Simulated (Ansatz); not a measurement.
**CH₈GeSSi: one species, many methods**

Aim: compute CH₈GeSSi with functionals from several rungs and with coupled cluster. The yardstick is the atomisation energy at the CCSD(T) limit.

Method: functionals in def2-TZVPP, the program's frozen cores in correlated methods; program: Ansatz 0.2.0, Gaussian basis.

The runs, in order: PBE-D4, r2SCAN-D4, PBE0-D4, B3LYP-D4, ωB97X-V, ωB97M-V, B2PLYP; CCSD(T)/def2-TZVPP; MP2/def2-QZVPP; extrapolation to the limit.

**1. Structure used throughout**

All runs share one geometry, relaxed beforehand with PBE0-D4 in a triple-zeta def2 set.

SMILES `CS[SiH2][GeH3]`, 12 atoms, charge 0, spin multiplicity 1.

Atoms are counted from 1 here; the program's logs count them from 0.

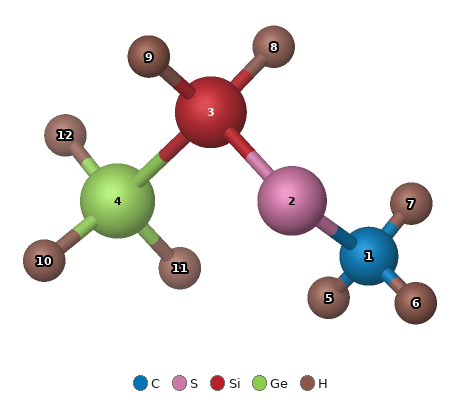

The geometry (carbon blue, sulfur pink, silicon red, germanium green, hydrogen brown); atoms are numbered from 1 in the order of the file.

**2. PBE-D4 (GGA)**

in.yaml

```yaml
crystal:
  periodic: [false, false, false]
  atoms:
    - {symbol: C, position_ang: [-1.600674, 1.371072, -0.167712]}
    - {symbol: S, position_ang: [-0.398046, 1.502540, 1.185966]}
    - {symbol: Si, position_ang: [0.350935, -0.491478, 1.202913]}
    - {symbol: Ge, position_ang: [1.493372, -1.039045, -0.815115]}
    - {symbol: H, position_ang: [-1.112527, 1.125744, -1.110543]}
    - {symbol: H, position_ang: [-2.074135, 2.347999, -0.260315]}
    - {symbol: H, position_ang: [-2.365194, 0.628002, 0.059350]}
    - {symbol: H, position_ang: [-0.758763, -1.462656, 1.421492]}
    - {symbol: H, position_ang: [1.289316, -0.551308, 2.353201]}
    - {symbol: H, position_ang: [2.739054, -0.154035, -0.980032]}
    - {symbol: H, position_ang: [0.582590, -0.817297, -2.036431]}
    - {symbol: H, position_ang: [1.931071, -2.514838, -0.818772]}
basis:
  gaussian: {orbitals: def2-TZVPP}
hamiltonian: {xc: pbe, dispersion: d4}
output: {forces: true, orbitals: {seedname: orbitals}}
```

Started as:

```
$ ansatz run in.yaml --threads 4 --pin off --events-out ev --progress --plain --max-ram 10444MiB
```

After this run come: r2SCAN-D4 (meta-GGA); PBE0-D4 (hybrid); B3LYP-D4 (hybrid); ωB97X-V (range-separated); ωB97M-V (range-separated); B2PLYP (double hybrid); CCSD(T) in def2-TZVPP; MP2 in def2-QZVPP.

Before running them: what should the planned runs give, taken together? Wanted: atomisation energy, CCSD(T)/CBS; farthest; mean size of error, hybrid; mean size of error, range-separated; gap, smallest and largest; T1 diagnostic; triples share of the correlation energy.

**Answer**, as computed:

| quantity | value |
| --- | --- |
| atomisation energy, CCSD(T)/CBS | 38.514 eV |
| functionals within 0.385 eV (1.0 %) | PBE-D4, r2SCAN-D4, PBE0-D4, B3LYP-D4, ωB97X-V, ωB97M-V |
| farthest | B2PLYP (-0.739 eV) |
| mean size of error, hybrid | 0.268 eV |
| mean size of error, range-separated | 0.154 eV |
| gap, smallest and largest | 4.66 eV (PBE-D4), 10.95 eV (ωB97X-V) |
| T1 diagnostic | 0.0116 |
| triples share of the correlation energy | 3.8 % |

PBE-D4 misses by -0.105 eV. Double hybrids carry the basis error of their MP2 part in triple zeta, and no dispersion term here, so their miss is partly the set-up's. Misses under about 0.385 eV are within the doubt on the reference itself, which lacks core-valence correlation, relativity and higher excitations, and its outer-core shells are covered unevenly. Hartree-Fock recovers 74 % of the binding; the rest is correlation. The gap grows from 4.7 to 10.9 eV across the functionals, mostly with the share of exact exchange. Correlated methods include outer-core shells of Ge, which these sets cover unevenly.
